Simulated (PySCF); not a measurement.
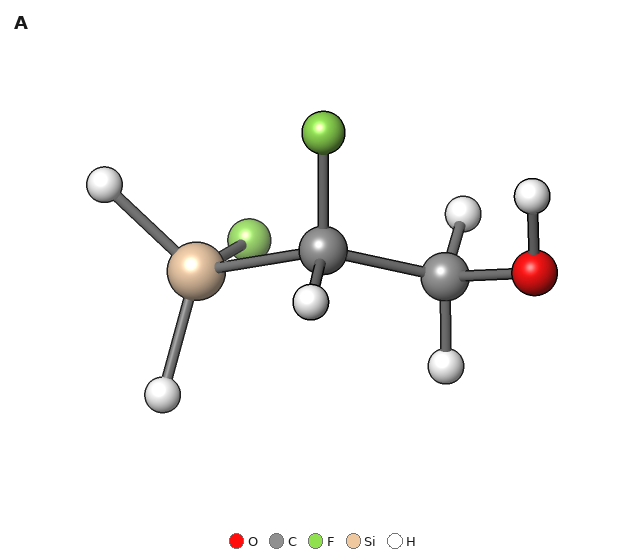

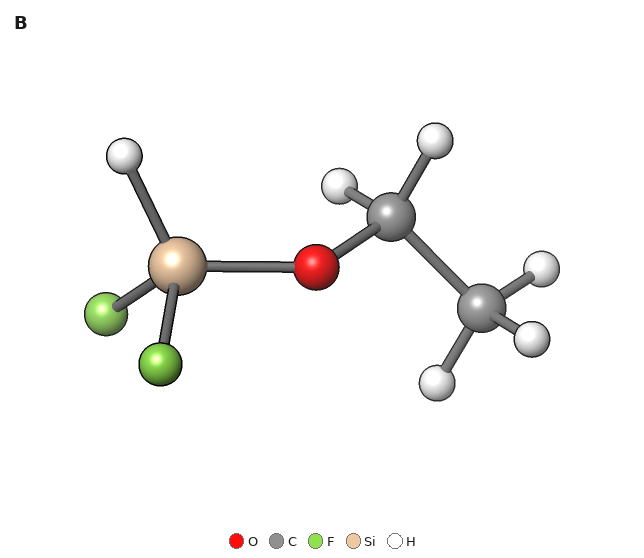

2 stationary structures of one formula. Geometries: GFN2-xTB. Electronic energies: PBE0/pcSseg-1 (PySCF 2.14.0), without zero-point energy. No frequency run is at hand to confirm each as a minimum. Each is one conformer, not always the lowest.

### Are they conformers, stereoisomers or constitutional isomers?

They are constitutional isomers of C2H6F2OSi: A `OC[C@@H](F)[SiH2]F`, B `CCO[SiH](F)F`.

### Which is lowest in energy, and by how much?

B is lowest; A lies 330.7 kJ/mol above it.

The geometry is semi-empirical. Around Si such bond lengths and angles can be off by a tenth of an ångström or more and by several degrees, and values that hang on the shape move with them.
